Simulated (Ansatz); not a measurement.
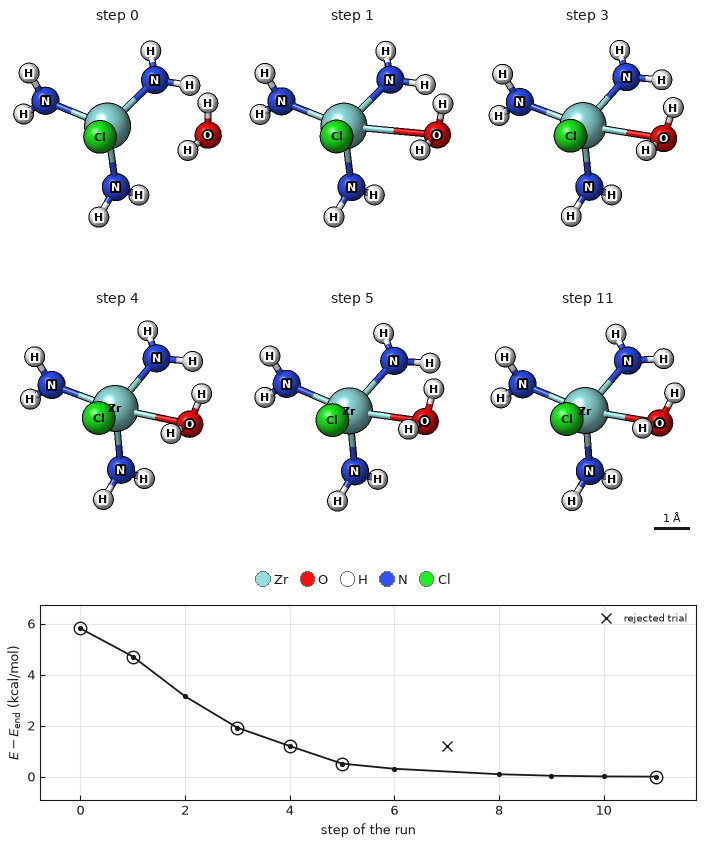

Frames of a relaxation of ZrN$_{3}$H$_{8}$OCl, marked on the history of the run. The picture is a ball-and-stick view, seen at a tilt.

The run prepares an end point of a later path (reaction) calculation, from a guessed geometry.

Computed with RKS PBE/def2-SVP in Ansatz.

Input file:
```yaml
crystal:
  periodic: [false, false, false]
  atoms:
    - { symbol: Zr, position_ang: [0.015038, -0.727025, -0.236641] }
    - { symbol: O, position_ang: [0.528887, 0.765342, 2.621246] }
    - { symbol: H, position_ang: [-0.398039, 0.661648, 2.918456] }
    - { symbol: "N", position_ang: [1.809433, -0.134897, -0.991796] }
    - { symbol: H, position_ang: [2.612576, -0.772518, -1.076863] }
    - { symbol: H, position_ang: [2.122981, 0.809724, -1.246261] }
    - { symbol: "N", position_ang: [-1.144502, 0.932853, -0.018226] }
    - { symbol: H, position_ang: [-1.971368, 1.24506, -0.537541] }
    - { symbol: H, position_ang: [-0.893404, 1.638135, 0.685576] }
    - { symbol: "N", position_ang: [-0.869598, -1.749132, -1.752085] }
    - { symbol: H, position_ang: [-1.719471, -2.313151, -1.618668] }
    - { symbol: H, position_ang: [-0.537162, -1.894003, -2.711364] }
    - { symbol: Cl, position_ang: [0.240571, -2.337251, 1.669324] }
    - { symbol: H, position_ang: [0.891459, -0.136186, 2.827544] }
basis:
  gaussian: { orbitals: def2-SVP }
hamiltonian:
  xc: pbe
relax:
  f_tol: 0.03
  max_steps: 50
```

Command:
```bash
ansatz run input.yaml --threads 4 --pin off --max-ram 5120MiB --backend cpu --events-out ev --progress --plain --runs-dir out
```

What happens along the run?

O2 moves most after the best rigid fit: 0.58 Å. Largest moves by element: O 0.58 Å, H 0.47 Å, N 0.25 Å, Zr 0.25 Å, Cl 0.11 Å. Some distances before and after: Zr1–O2 3.265 → 2.485 Å, Zr1–H14 3.241 → 2.690 Å, Zr1–H3 3.472 → 2.947 Å, Zr1–N7 2.037 → 2.060 Å. New bonds form, among them: Zr1–O2 (3.26 → 2.48 Å). Among the angles between lasting bonds that change: Zr1–N7–H9 119.6° → 128.6°, N10–Zr1–Cl13 106.5° → 97.5°, Zr1–N7–H8 130.8° → 123.2°. After 10 accepted moves (11 points after the start) the energy has fallen by 5.81 kcal/mol. Largest force component: 0.6 eV/Å at the start, 0.028 eV/Å at the end. The line search rejected the trial step at point 7 of the run. From step 0 to 1: O2 moves most (0.20 Å), energy −1.10 kcal/mol. From step 1 to 3: O2 moves most (0.31 Å), energy −2.79 kcal/mol. From step 3 to 4: H14 moves most (0.16 Å), energy −0.72 kcal/mol. From step 4 to 5: H3 moves most (0.20 Å), energy −0.69 kcal/mol. From step 5 to 11: H3 moves most (0.21 Å), energy −0.51 kcal/mol.

Limits of the set-up: the start holds two separate molecules, 2.5 Å apart at their closest, whose relative position is a soft coordinate and is computed without a dispersion correction.
